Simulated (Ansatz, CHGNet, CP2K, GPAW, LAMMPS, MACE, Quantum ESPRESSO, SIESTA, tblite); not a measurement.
## Atom list for Glassy 25SiO2-50B2O3-12CaO-12Na2O (mol %) (62 atoms)

Calculated values (Quantum ESPRESSO 7.5, Kohn-Sham DFT, PBE, SSSP efficiency 1.3.0 pseudopotentials, plane waves; sssp-1.3.0-efficiency; 60/480 Ry; levels smeared at 580 K; Γ point; density 2.40 g/cm³) for the geometry as built.

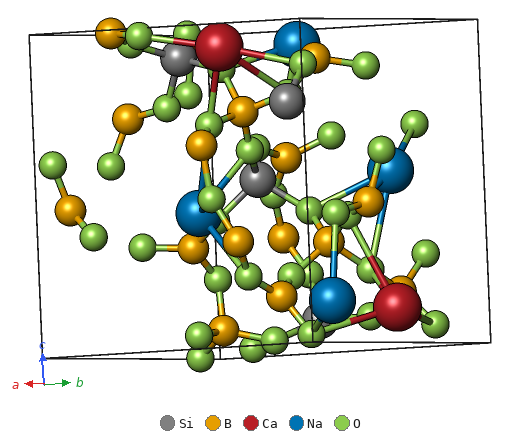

The structure (silicon grey, boron orange, calcium red, sodium blue, oxygen green). Bonds to atoms that aren't drawn are left out. Some periodic images of atoms are drawn too.

Extended XYZ; positions in Å, forces in eV/Å:

```xyz
62
Lattice="8.940 0.000 0.000 0.000 8.940 0.000 0.000 0.000 8.940" Properties=species:S:1:pos:R:3:forces:R:3 pbc="T T T"
Si 4.019 4.117 4.748 -1.251 0.768 -1.190
Si 8.771 8.307 6.683 -1.234 -0.638 -1.376
Si 1.095 4.063 0.861 1.656 -0.604 1.043
Si 5.538 2.666 8.165 0.861 -0.006 0.051
B 3.867 6.275 2.921 0.467 0.814 0.195
B 6.107 6.116 1.409 -2.974 -0.145 2.700
B 8.744 5.405 5.610 -1.662 0.580 -1.297
B 0.287 2.435 3.233 0.756 0.423 1.050
B 8.328 6.208 2.910 2.473 0.200 2.349
B 4.057 1.921 2.953 -0.316 -1.105 -0.419
B 5.291 8.568 3.906 -0.275 0.044 1.022
B 3.199 2.243 0.669 -2.177 -0.776 0.662
B 7.775 0.359 4.072 -0.606 -1.087 1.008
B 8.356 2.312 8.864 0.189 -1.854 -1.033
B 1.470 7.011 1.520 -0.921 0.257 0.644
B 1.520 3.441 5.387 0.428 2.010 -0.585
B 1.382 0.399 8.697 0.337 0.259 1.172
B 6.136 5.100 6.566 0.258 0.710 0.264
B 5.005 0.563 6.593 2.085 -2.259 -2.500
B 6.129 7.545 7.928 0.718 -0.468 -3.780
Ca 4.006 8.536 0.995 -0.846 0.574 0.581
Ca 8.081 5.685 8.313 0.105 0.315 -0.712
Na 2.218 7.322 4.840 0.045 -0.135 -0.343
Na 3.910 5.517 8.407 -0.174 -0.489 0.181
Na 7.524 8.712 1.165 0.728 0.509 0.319
Na 6.704 3.895 3.817 0.336 0.129 0.016
O 4.890 5.664 1.993 2.124 -0.174 -1.421
O 8.293 0.177 5.328 0.450 0.455 0.230
O 5.058 1.893 6.831 -0.663 0.311 -0.537
O 5.916 6.465 7.014 -0.521 -0.473 -0.079
O 0.283 1.283 0.227 -2.147 0.631 0.140
O 4.752 0.707 3.036 -0.659 1.217 -1.299
O 5.131 0.022 5.318 -0.818 0.705 1.568
O 0.997 2.633 4.414 -0.502 -0.246 -0.345
O 4.555 7.382 3.593 -0.204 -0.301 0.296
O 2.904 3.382 5.664 -1.129 -0.225 0.433
O 0.060 6.762 6.158 1.494 0.054 0.600
O 2.762 6.882 2.122 0.662 0.582 -0.563
O 3.291 5.302 3.833 0.136 -0.143 0.732
O 4.525 3.014 3.651 0.767 -0.448 0.009
O 7.508 4.874 6.202 0.442 -0.814 0.672
O 7.543 8.067 7.740 0.194 0.059 1.729
O 1.424 8.072 0.553 0.146 -0.603 -0.051
O 6.999 2.065 8.581 2.155 -0.270 1.034
O 1.053 5.700 0.896 -0.249 -2.069 -1.769
O 8.893 3.589 8.726 -1.331 0.812 -0.689
O 2.936 1.957 2.095 1.750 -0.244 1.910
O 2.632 1.069 8.910 1.569 -0.049 -1.177
O 2.493 3.448 0.334 -0.101 1.940 -0.396
O 5.276 4.718 5.515 -0.563 -0.319 -0.960
O 0.343 7.139 2.559 -0.379 0.585 0.117
O 5.967 6.953 0.329 0.147 0.909 1.052
O 8.251 1.401 3.281 0.375 1.263 -1.501
O 7.340 5.856 1.971 -0.521 -0.687 -0.747
O 0.874 4.533 5.952 1.001 -1.025 -0.130
O 6.772 8.443 3.606 0.610 0.897 -0.464
O 8.527 5.520 4.124 -1.243 0.055 -1.818
O 4.618 2.360 0.519 0.556 -0.005 -0.513
O 5.773 4.216 7.793 -0.027 0.855 0.680
O 1.160 0.062 7.292 -0.428 -0.373 -0.759
O 5.236 8.625 7.666 -1.414 0.358 2.046
O 0.444 3.351 2.180 -0.685 -1.250 1.947
```

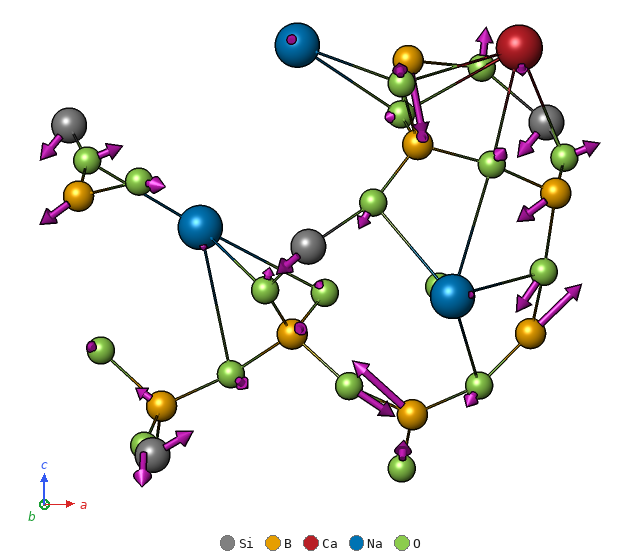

The forces as arrows, the longest 4.02 eV/Å. Drawn is a slice 5 Å thick, seen along the normal of the ac plane. Bonds to atoms that aren't drawn are left out.

The quench rate of 20 K/ps is many orders above laboratory rates, so the cell is likely richer in defects and strain than a real sample. The network of bonds at the start is that of the classical potential that made the cell, and needn't be the one that DFT or experiment would give. Only the Γ point is sampled, in a cell whose shortest periodic width is 9 Å.

The r.m.s. force component is 1.04 eV/Å; the longest force, 4.02 eV/Å, acts on B6.

[Logs are printed without paths, hosts, clocks, repeated set-up lines and the standing remarks that a program may print on its own settings, such as how far it seeks lower states.]

[Hosts, paths, dates, database ids (printed as entryN), source tags and the programs' standing remarks are cut or masked in the printed files.]
